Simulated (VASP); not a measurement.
Band structure of CdS (wurtzite). Computed with r2SCAN+rVV10, VASP's PBE PAW potentials (set 64) (plane waves; VASP).

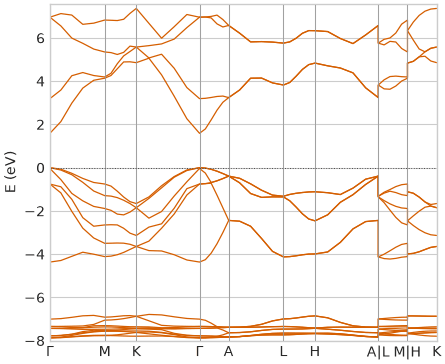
Figure. Bands along high-symmetry lines, zero at the valence-band maximum or, without a gap, the Fermi level

**Question.** Read the plot: is there a gap, and where are the band edges?

**Answer.** The gap is direct, 1.59 eV, from the valence maximum at Γ to the conduction minimum at Γ.

Measured: gap 2.64 eV at 0 K (computed value off by -1.05 eV), as given by X. Ren et al., All-electron periodic G0W0 implementation with numerical atomic orbital basis functions: algorithm and benchmarks (2021), arXiv:2011.01400 [zero-point renormalisation of 0.068 eV removed from the gap extrapolated to 0 K (as printed)].

The compound is CdS in the wurtzite structure. It was relaxed first.
